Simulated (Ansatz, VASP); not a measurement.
# GaP: VASP beside Ansatz

Aim: how closely do two programs agree when they are given the same cell, functional and k mesh?

Main program and level: Ansatz 0.2.0; plane waves, with VASP 6.6.1 beside it; band structure at r2SCAN-EpsX and band structure at HSE06, spin-orbit coupling.

## Step 1: The structure

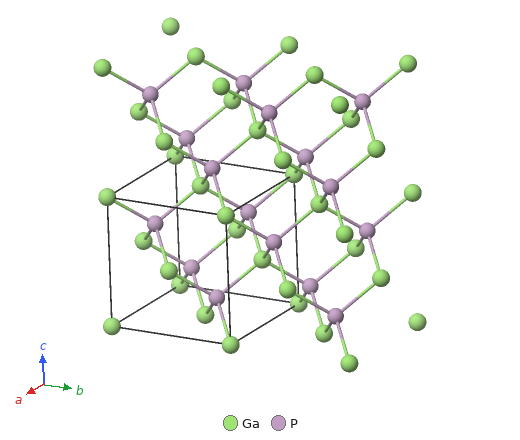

Start, viewed slightly off an axis; gallium green, phosphorus pink. 1×2×2 cells are drawn. This picture shows the conventional cell, with its axes. Bonds to atoms that aren't drawn are left out. Some periodic images of atoms are drawn too.

Structure file:

```
Ga P
1.0
     0.00000    2.72525    2.72525
     2.72525    0.00000    2.72525
     2.72525    2.72525    0.00000
Ga P
1 1
Direct
  0.00000 0.00000 0.00000
  0.75000 0.75000 0.75000
```

## Step 2: VASP: band structure, r2SCAN-EpsX

The same path points are solved in both programs, so levels can be compared one by one.

Lines of VASP's logs that name or quote its potential files are left out, and so is its time.

INCAR reads:

```
SYSTEM = GaP
PREC = Accurate
ENCUT = 350
EDIFF = 1E-06
NELM = 100
ISMEAR = 0
SIGMA = 0.03
LREAL = .FALSE.
ALGO = Normal
LHFCALC = .TRUE.
AEXX = 0.093
METAGGA = R2SCAN
LASPH = .TRUE.
NBANDS = 15
PRECFOCK = Fast
HFRCUT = -1
LORBIT = 11
LWAVE = .FALSE.
LCHARG = .FALSE.
KPAR = 4
```

POSCAR reads:

```
GaP
1.0
    0.0000000000      2.7252500000      2.7252500000
    2.7252500000      0.0000000000      2.7252500000
    2.7252500000      2.7252500000      0.0000000000
Ga P
1 1
Direct
    0.0000000000      0.0000000000      0.0000000000
    0.7500000000      0.7500000000      0.7500000000
```

KPOINTS reads:

```
Automatic mesh
0
Gamma
5 5 5
0 0 0
```

KPOINTS_OPT reads:

```
Line mode
10
Line-mode
Reciprocal
  0.00000000   0.00000000   0.00000000 GAMMA
  0.50000000   0.00000000   0.50000000 X

  0.50000000   0.00000000   0.50000000 X
  0.50000000   0.25000000   0.75000000 W

  0.50000000   0.25000000   0.75000000 W
  0.37500000   0.37500000   0.75000000 K

  0.37500000   0.37500000   0.75000000 K
  0.00000000   0.00000000   0.00000000 GAMMA

  0.00000000   0.00000000   0.00000000 GAMMA
  0.50000000   0.50000000   0.50000000 L

  0.50000000   0.50000000   0.50000000 L
  0.62500000   0.25000000   0.62500000 U

  0.62500000   0.25000000   0.62500000 U
  0.50000000   0.25000000   0.75000000 W

  0.50000000   0.25000000   0.75000000 W
  0.50000000   0.50000000   0.50000000 L

  0.50000000   0.50000000   0.50000000 L
  0.37500000   0.37500000   0.75000000 K

  0.62500000   0.25000000   0.62500000 U
  0.50000000   0.00000000   0.50000000 X
```

PAW data sets: Ga_d and P (PBE family, release 64).

On the command line:

```console
$ mpirun -np 4 vasp_std
```

Numbers of over 12 decimals in the logs are rounded to 6 here.

The program printed:

```text
[banner, memory and clock lines left out]
running    4 mpi-ranks, on    1 nodes
 distrk:  each k-point on    1 cores,    4 groups
 distr:  one band on    1 cores,    1 groups

 POSCAR found type information on POSCAR GaP
 POSCAR found :  2 types and       2 ions
|                                                                             |
|               ----> ADVICE to this user running VASP <----                  |
|                                                                             |
|     You enforced a specific xc type in the INCAR file but a different       |
|     [... a line on the potential file left out ...]
|     I HOPE YOU KNOW WHAT YOU ARE DOING!                                     |
|                                                                             |

 LDA part: xc-table for (None), standard interpolation
 found WAVECAR, reading the header
 POSCAR, INCAR and KPOINTS ok, starting setup
 FFT: planning ... GRIDC
 FFT: planning ... GRID_SOFT
 FFT: planning ... GRID
 HFRCUT set to (new)   10.650177
 reading WAVECAR
 the WAVECAR file was read successfully
 initial charge from wavefunction
 entering main loop
       N       E                     dE             d eps       ncg     rms          rms(c)
DAV:   1    -0.212810567390E+02   -0.21281E+02   -0.11585E+00   363   0.176E+01    0.264E+00
DAV:   2    -0.212653039958E+02    0.15753E-01   -0.70957E-02   434   0.473E+00    0.191E+00
DAV:   3    -0.212653527812E+02   -0.48785E-04   -0.61968E-03   377   0.135E+00    0.120E+00
DAV:   4    -0.212656872221E+02   -0.33444E-03   -0.97525E-04   370   0.309E-01    0.736E-01
DAV:   5    -0.212658092473E+02   -0.12203E-03   -0.12005E-04   364   0.984E-02    0.455E-01
DAV:   6    -0.212658622260E+02   -0.52979E-04   -0.25754E-05   384   0.479E-02    0.279E-01
DAV:   7    -0.212658861111E+02   -0.23885E-04   -0.71600E-06   356   0.270E-02    0.169E-01
DAV:   8    -0.212658971792E+02   -0.11068E-04   -0.24629E-06   356   0.163E-02    0.102E-01
DAV:   9    -0.212659026112E+02   -0.54320E-05   -0.88357E-07   255   0.102E-02    0.613E-02
DAV:  10    -0.212659054202E+02   -0.28089E-05   -0.55245E-07   185   0.767E-03    0.366E-02
DAV:  11    -0.212659069480E+02   -0.15278E-05   -0.24493E-07   150   0.535E-03    0.215E-02
DAV:  12    -0.212659078212E+02   -0.87321E-06   -0.10575E-07   150   0.367E-03
   1 F= -.21265908E+02 E0= -.21265908E+02  d E =-.716874E-12
 Start KPOINTS_OPT (optional k-point list driver)
k-point batch [1-10\100]
       N       E                     dE             ncg
DAV:   1    -0.278362356873E+03   -0.34773E+04      300
DAV:   2    -0.114529884814E+04   -0.86694E+03      349
DAV:   3    -0.120813949007E+04   -0.62841E+02      370
DAV:   4    -0.120925331781E+04   -0.11138E+01      370
DAV:   5    -0.120927216597E+04   -0.18848E-01      444
DAV:   6    -0.120927262836E+04   -0.46240E-03      437
DAV:   7    -0.120927263763E+04   -0.92615E-05      410
DAV:   8    -0.120927263777E+04   -0.14562E-06      318
[...]
k-point batch [91-100\100]
       N       E                     dE             ncg
DAV:   1    -0.453620281812E+03   -0.60869E+04      300
DAV:   2    -0.124902626032E+04   -0.79541E+03      349
DAV:   3    -0.129920579846E+04   -0.50180E+02      384
DAV:   4    -0.130001610882E+04   -0.81031E+00      384
DAV:   5    -0.130003160478E+04   -0.15496E-01      384
DAV:   6    -0.130003249093E+04   -0.88615E-03      499
DAV:   7    -0.130003249697E+04   -0.60348E-05      389
DAV:   8    -0.130003249702E+04   -0.52142E-07      325
```

OUTCAR, selected parts (step 2):

```text
ion  position               nearest neighbor table
   1  0.000  0.000  0.000-   2 2.36   2 2.36   2 2.36   2 2.36
   2  0.750  0.750  0.750-   1 2.36   1 2.36   1 2.36   1 2.36

  LATTYP: Found a face centered cubic cell.
 ALAT       =     5.4505000000

 Subroutine GETGRP returns: Found 24 space group operations
 (whereof 24 operations were pure point group operations)

The static configuration has the point symmetry T_d .

 Found     10 irreducible k-points:

   k-points           NKPTS =     10   k-points in BZ     NKDIM =    125   number of bands    NBANDS=     15

   dimension x,y,z NGX =    24 NGY =   24 NGZ =   24
   dimension x,y,z NGXF=    48 NGYF=   48 NGZF=   48

   ENCUT  =  350.0 eV  25.72 Ry    5.07 a.u.   5.88  5.88  5.88*2*pi/ulx,y,z

   NELECT =      18.0000    total number of electrons

 k-points in reciprocal lattice and weights: Automatic mesh
   0.00000000  0.00000000  0.00000000       0.008
   0.20000000  0.00000000  0.00000000       0.064
   0.40000000  0.00000000  0.00000000       0.064
   0.20000000  0.20000000  0.00000000       0.048
   0.40000000  0.20000000  0.00000000       0.192
  -0.40000000  0.20000000  0.00000000       0.192
  -0.20000000  0.20000000  0.00000000       0.096
   0.40000000  0.40000000  0.00000000       0.048
  -0.40000000  0.40000000  0.00000000       0.096
  -0.40000000  0.40000000  0.20000000       0.192

  exchange ACFDT corr.  =         0.00000000  see jH, gK, PRB 81, 115126

 average (electrostatic) potential at core
       1 -66.8944       2 -84.6130

 E-fermi :   4.3509

 k-point     1 :       0.0000    0.0000    0.0000
  band No.  band energies     occupation
    ...
      5     -11.5846      2.00000
      6      -9.2392      2.00000
      7       4.2162      2.00000
      8       4.2162      2.00000
      9       4.2162      2.00000
     10       7.0793      0.00000
     11       8.9353      0.00000
     12       8.9354      0.00000
     13       8.9355      0.00000
     14      14.2221      0.00000
    ...

 k-point     2 :       0.2000    0.0000    0.0000
  band No.  band energies     occupation
    ...
      5     -11.5841      2.00000
      6      -8.7024      2.00000
      7       1.0877      2.00000
      8       3.6961      2.00000
      9       3.6961      2.00000
     10       7.4537      0.00000
     11       9.6842      0.00000
     12       9.6843      0.00000
     13      10.8043      0.00000
     14      14.1716      0.00000
    ...

 k-point     3 :       0.4000    0.0000    0.0000
  band No.  band energies     occupation
    ...
      5     -11.5794      2.00000
      6      -7.3927      2.00000
      7      -2.2431      2.00000
      8       3.0947      2.00000
      9       3.0948      2.00000
     10       6.8384      0.00000
     11       9.8683      0.00000
     12       9.8684      0.00000
     13      13.4976      0.00000
     14      15.5603      0.00000
    ...

  energy-cutoff  :      350.00
  volume of cell :       40.48
      direct lattice vectors                 reciprocal lattice vectors
     0.000000000  2.725250000  2.725250000    -0.183469406  0.183469406  0.183469406
     2.725250000  0.000000000  2.725250000     0.183469406 -0.183469406  0.183469406
     2.725250000  2.725250000  0.000000000     0.183469406  0.183469406 -0.183469406

 POSITION                                       TOTAL-FORCE (eV/Angst)
 -----------------------------------------------------------------------------------
      0.00000      0.00000      0.00000         0.000000      0.000000      0.000000
      4.08788      4.08788      4.08788        -0.000000     -0.000000     -0.000000
 -----------------------------------------------------------------------------------
    total drift:                               -0.000127      0.000009     -0.000037

  FREE ENERGIE OF THE ION-ELECTRON SYSTEM (eV)
  ---------------------------------------------------
  free  energy   TOTEN  =       -21.2659078212 eV

  energy  without entropy=      -21.2659078212  energy(sigma->0) =      -21.26590782

 total charge
# of ion       s       p       d       tot
------------------------------------------
    1        0.818   0.850  10.023  11.691
    2        1.005   1.555   0.000   2.560
--------------------------------------------------
tot          1.823   2.405  10.023  14.251

[... 3 further parts left out ...]
```

## Step 3: Ansatz: band structure, r2SCAN-EpsX

Ansatz runs on its default PAW (the set named soft_2) files.

The same cell, functional, mesh and smearing now go to Ansatz, which takes its cutoff from its data sets.

input.yaml reads:

```yaml
crystal:
  lattice:
    - [0.0, 2.72525, 2.72525]
    - [2.72525, 0.0, 2.72525]
    - [2.72525, 2.72525, 0.0]
  atoms:
    - { symbol: Ga, position: [0.0, 0.0, 0.0] }
    - { symbol: P, position: [0.75, 0.75, 0.75] }
hamiltonian:
  xc: { exchange: r2scan, correlation: r2scan, exx: { coeff: 0.093 } }
  pseudopotentials: { kind: paw }
kpoints:
  mp_grid: { grid: [5, 5, 5] }
  band_path:
    path:
      - [0.0, 0.0, 0.0]
      - [0.44444, 0.0, 0.44444]
      - [0.5, 0.0, 0.5]
      - [0.5, 0.22222, 0.72222]
      - [0.40278, 0.34722, 0.75]
      - [0.125, 0.125, 0.25]
      - [0.27778, 0.27778, 0.27778]
      - [0.55556, 0.38889, 0.55556]
      - [0.58333, 0.25, 0.66667]
      - [0.5, 0.30556, 0.69444]
      - [0.48611, 0.48611, 0.52778]
      - [0.625, 0.25, 0.625]
      - [0.5, 0.0, 0.5]
    npoints: 1
scf:
  occupations: { method: gaussian, width: 0.03 }
  n_extra_bands: 7
output:
  forces: true
  stress: true
  eigenvalues: true
```

On the command line:

```console
$ ansatz run input.yaml --threads 4 --pin off --max-ram 9216MiB --backend cpu --events-out ev --progress --plain --runs-dir out
```

The program printed:

```text
Warning: output.stress: scf.convergence.dr2_threshold = 1e-7 eV (the SCF's general default) is looser than the 2e-10 eV advised for a printed stress (1e-10 eV for each atom of the cell: 2). What an SCF threshold leaves in a stress goes as its square root, and in the free energy as the threshold itself, and one threshold admits the most on a small cell: [figures from the program's tests cut] Set scf.convergence.dr2_threshold to 2e-10 eV or tighter. The threshold is an SCF's pass mark: one that does not reach it within its budget of iterations ends unconverged, or closes short of it on a stop that the run arms, and scf.convergence.dr2_threshold's page says what that costs each kind of run
Warning: output.stress: scf.exx.energy_threshold = 1e-6 eV is looser than the 2e-8 eV advised for a stress under a hybrid functional (1e-8 eV for each atom of the cell: 2). Every SCF of the exchange loop can meet its threshold on dr2 while the loop round them stops early: no threshold on dr2 bounds what that leaves in the stress. Set scf.exx.energy_threshold to 2e-8 eV or tighter. The threshold is the loop's pass mark: a loop that does not reach it within its budget of cycles ends unconverged, and scf.exx.energy_threshold's page has the law
scf.n_extra_bands = 7 over 9 filled bands (N_el = 18.0): the run solves 16 bands
Engine: ansatz 0.2.0, aarch64-unknown-linux-gnu
Pseudopotentials: kind: paw
Pseudopotential: Ga, paw, valence charge 13, recommended cutoff 500 eV (meta_gga), Ga.paw.azcp
Pseudopotential: P, paw, valence charge 5, recommended cutoff 500 eV (meta_gga), P.paw.azcp
Functional definition: unnamed
  parameter a_1 = 0.093
  exchange = (1 - a_1)*r2scan_x + a_1*exact_x
  correlation = r2scan_c
Crystal: 2 atoms, lattice volume = 40.481 Å³
Basis set: ecut = 500 eV, 965 PW (Γ), exchange–correlation on 120×120×120 points (64 copies of the dense FFT grid, shifted against one another)
Bands: 16, of which v1, the nominal top of the filled ones, is band 9 counted from 1 (8 counted from 0)
Symmetry: 24 space group operations
Space group: F-43m (ITA 216), of the structure as read, at distance tolerance 3.4e-5 Å
k-points: 10 of 125 (time reversal used)
Non-local potential: Ga, projectors of the file, l = 0: 2, l = 1: 2, l = 2: 3, l = 3: 1
Non-local potential: P, projectors of the file, l = 0: 2, l = 1: 2, l = 2: 2
PAW form: soft (Blöchl's): semilocal exchange-correlation on the pseudo side does not see the compensation charge
PAW frozen core: Ga, regenerated for the run's functional, and the local potential with it (the file was generated under x = pbe(κ = 0.804, μ = 0.219515), c = pbe(β = 0.066725))
PAW frozen core: P, regenerated for the run's functional, and the local potential with it (the file was generated under x = pbe(κ = 0.804, μ = 0.219515), c = pbe(β = 0.066725))
PAW one-centre angular grid: Ga, 590 points (default); XC on 160 Gauss nodes
PAW one-centre angular grid: P, 302 points (default); XC on 160 Gauss nodes
Initial density: superposition of atomic densities (neutral atoms: chi_scale 0, normalization atom), corrected by the library's trained network
Initial wavefunctions: pseudopotential atomic-orbital guess
Functional: x = r2scan, c = r2scan; τ floored in thin density (d = 2e-4 eV/Å³), warm-up for x = 0.907 r2scan + 0.093 exact, c = r2scan; τ floored in thin density (d = 2e-4 eV/Å³)
SCF iter   1: F=—  HF=-4550.432000 eV  |F-HF|=—  |Δ(HF+E_count)|=         —  Δρ=8.33e-3  dr2=1.51e-2  dr2_τ=7.70e-3  ethr=1.77e-3  ⟨swp⟩=10.6  Hψ=784  notcnv=0
preconditioner: auto → none  [insulator: Δε(μ)=1.789 eV  Ē_g=19.017 eV  σ=0.030 eV  W_gap=1.00  n_scr=14 (ndim 8)  ℏωp=24.8 eV  f_vac=0.013  D(μ)=0.00/eV (n_scr^D=0)]
SCF iter   2: F=—  HF=-4550.444227 eV  |F-HF|=—  |Δ(HF+E_count)|=   1.22e-2  Δρ=2.36e-3  dr2=2.49e-3  dr2_τ=7.44e-5  ethr=8.40e-5  ⟨swp⟩=4.7  Hψ=552  notcnv=0  defer=2
SCF iter   3: F=—  HF=-4550.443587 eV  |F-HF|=—  |Δ(HF+E_count)|=   6.40e-4  Δρ=1.96e-3  dr2=6.10e-4  dr2_τ=6.58e-6  ethr=1.38e-5  ⟨swp⟩=3.3  Hψ=382  notcnv=0
SCF iter   4: F=-4550.443817 eV  HF=-4550.443861 eV  |F-HF|=4.35e-5  |Δ(HF+E_count)|=   2.74e-4  Δρ=4.86e-4  dr2=8.30e-5  dr2_τ=1.62e-6  ethr=3.39e-6  ⟨swp⟩=3.0  Hψ=295  notcnv=0
SCF 1 stopped early in 4 iterations: F = -4550.443817 eV  dr2 = 8.30e-5
  greatest PAW one-centre occupation: 0.993 electrons in one spin orbital (limit 2), on the Ga atom at site 0 (counted from 0), in its partial waves of l = 2
Initial density: handed on by an earlier stage of this run
Initial wavefunctions: those handed on with the density
Functional: x = 0.907 r2scan + 0.093 exact, c = r2scan; τ floored in thin density (d = 2e-4 eV/Å³)
Frozen-core exchange: fock
SCF iter   1: F=—  HF=-4549.948839 eV  |F-HF|=—  |Δ(HF+E_count)|=         —  Δρ=3.40e-3  dr2=2.13e-3  dr2_τ=1.29e-5  ethr=4.61e-6  ⟨swp⟩=5.2  Hψ=675  notcnv=0
preconditioner: auto → none  [insulator: Δε(μ)=2.295 eV  Ē_g=20.098 eV  σ=0.030 eV  W_gap=1.00  n_scr=14 (ndim 8)  ℏωp=24.8 eV  f_vac=0.010  D(μ)=0.00/eV (n_scr^D=0)]
SCF iter   2: F=—  HF=-4549.948060 eV  |F-HF|=—  |Δ(HF+E_count)|=   7.78e-4  Δρ=6.54e-4  dr2=1.63e-4  dr2_τ=4.29e-6  ethr=4.61e-6  ⟨swp⟩=4.0  Hψ=440  notcnv=0
SCF iter   3: F=—  HF=-4549.948427 eV  |F-HF|=—  |Δ(HF+E_count)|=   3.66e-4  Δρ=3.61e-4  dr2=2.16e-5  dr2_τ=5.98e-7  ethr=8.04e-7  ⟨swp⟩=3.0  Hψ=280  notcnv=0
SCF iter   4: F=—  HF=-4549.948431 eV  |F-HF|=—  |Δ(HF+E_count)|=   3.71e-6  Δρ=1.10e-4  dr2=2.80e-6  dr2_τ=7.55e-8  ethr=1.17e-7  ⟨swp⟩=2.0  Hψ=250  notcnv=0
iter 5 solved again at ethr=1.78e-10 eV; its pass at ethr=1.28e-8 eV (dr2=3.20e-8 eV) is discarded
SCF iter   5: F=-4549.948432 eV  HF=-4549.948432 eV  |F-HF|=1.24e-9  |Δ(HF+E_count)|=   1.06e-6  Δρ=9.87e-6  dr2=3.30e-7  dr2_τ=1.90e-9  ethr=1.78e-10  ⟨swp⟩=4.8  Hψ=834  notcnv=0  defer=2
SCF 2 stopped early in 5 iterations: F = -4549.948432 eV  dr2 = 3.30e-7
  greatest PAW one-centre occupation: 0.994 electrons in one spin orbital (limit 2), on the Ga atom at site 0 (counted from 0), in its partial waves of l = 2
hybrid outer 1: dexx = +3.225e-4 eV, tail = 1.02e-6 eV
Frozen-core exchange: fock
SCF iter   1: F=—  HF=-4549.948424 eV  |F-HF|=—  |Δ(HF+E_count)|=         —  Δρ=1.18e-5  dr2=8.10e-8  dr2_τ=2.04e-9  ethr=2.83e-8  ⟨swp⟩=4.3  Hψ=345  notcnv=0
preconditioner: auto → none  [insulator: Δε(μ)=2.305 eV  Ē_g=20.043 eV  σ=0.030 eV  W_gap=1.00  n_scr=14 (ndim 8)  ℏωp=24.8 eV  f_vac=0.010  D(μ)=0.00/eV (n_scr^D=0)]
SCF iter   2: F=-4549.948424 eV  HF=-4549.948424 eV  |F-HF|=5.44e-9  |Δ(HF+E_count)|=   1.91e-8  Δρ=4.16e-6  dr2=9.00e-9  dr2_τ=2.12e-10  ethr=4.13e-10  ⟨swp⟩=3.3  Hψ=287  notcnv=0
SCF 3 converged in 2 iterations: F = -4549.948424 eV  dr2 = 9.00e-9
  Residual-converged pass: ⟨swp⟩=3.9  Hψ=360  notcnv=0  max |occ|·‖R‖ = 2.2e-6 eV (tolerance 2.4e-6 eV)  dr2=9.06e-9  dr2_τ=2.10e-10  dr2_onsite=9.65e-10  max |Δocc| = 0.0e0
hybrid outer 2: dexx = +1.001e-8 eV, tail = 2.02e-8 eV, Δε = 5.23e-4 eV (about 1.18e-4 eV left of the loop's levels)
NSCF: frozen V_eff on 13 k-points
hybrid SCF converged: 2 outer / 7 inner (+4 warm-up), last move |dexx| = 1.00e-8 eV, tail = 2.02e-8 eV
Stability not checked: this state was not tested for a lower state beside it, because the functional holds exact exchange (a hybrid, or Hartree-Fock), whose exchange loop this test does not read (fock_operator; see scf.lower_state_search)
Free energy (F): -4549.948424 eV
Frozen-core exchange: fock
Harris-Foulkes:  -4549.948424 eV  (|F-HF|=5.44e-9)
Internal energy: -4549.948424 eV  (E = F + TS)
E sigma→0 (E₀):  -4549.948424 eV
Fermi energy:    7.811363 eV
--- Per-component energies (eV) ---
  E_band       = -83.037929
  E_kinetic    = 185.371983
  E_local      = -2204.088940  (includes V_loc(G=0)·N_el)
  E_nonlocal   = 460.997070
  E_hartree    = 1022.186634
  E_xc         = -110.918332
  E_vxc        = -113.762832  (∫ρ·V_xc dr)
  E_exx        = -23.688550  (= α·E_x^exact, valence–valence)
  E_paw        = -2566.509315  (= ΣΔE_a)
  E_vpaw       = -413.704115  (= ΣTr[D̂ρ^β])
  E_aug_tail   = -0.000042  (compensation charges beyond the density's cutoff)
  E_vtau       = 5.151740  (kinetic-family band-sum trace: ∫τ·v_τ [+ j·A + Jᵃ·Aᵃ] dr)
  E_ewald      = -1312.644944
  E_core_change = -0.653989  (= ΣΔE_core)
  E_smearing   = -0.000000  (= −TS)
  E_closure    = 0.000000  (closes the sum)
  Σ components = -4549.948424   (vs F -4549.948424, Δ=0.00e0)
--- Forces (eV/Å), atoms counted from 1 ---
  atom   1  Ga    -0.00000000     0.00000000    -0.00000000
  atom   2  P      0.00000000     0.00000000     0.00000000
  max |Σ_I F_I| component: 9.25e-17 eV/Å
--- Stress (GPa, compression-positive) ---
       -0.182780       0.000000       0.000000
        0.000000      -0.182780       0.000000
       -0.000000       0.000000      -0.182780
  P = ⅓ Tr σ = -0.1828 GPa (-1.828 kbar)
--- Band table (eV; the first three rows and the last of 10) ---
  k-point 0: bands = [... 5 lower, -6.8090, 6.6591, 6.6591, 6.6591, 9.5370, 11.3587, 11.3587, 11.3587, ... 3 higher]
  k-point 1: bands = [... 5 lower, -6.2671, 3.5236, 6.1356, 6.1356, 9.8932, 12.1063, 12.1063, 13.2464, ... 3 higher]
  k-point 2: bands = [... 5 lower, -4.9607, 0.1924, 5.5347, 5.5347, 9.2782, 12.2871, 12.2871, 15.9329, ... 3 higher]
  k-point 9: bands = [... 5 lower, -3.9444, 0.0451, 2.7610, 3.7873, 11.5575, 12.1256, 12.9747, 16.3314, ... 3 higher]
```

Elapsed: 29 s, on 4 threads of Arm Neoverse V2, shared host; peak memory 1.1 GiB.

[end of part 1 of 2]

[Lines on the potential files, build, host, timing and source positions are cut from VASP's logs without a mark.]

[Logs are printed without paths, hosts, clocks, repeated set-up lines and the standing remarks that a program may print on its own settings, such as how far it seeks lower states.]

[Hosts, paths, dates, database ids (printed as entryN), source tags and the programs' standing remarks are cut or masked in the printed files.]
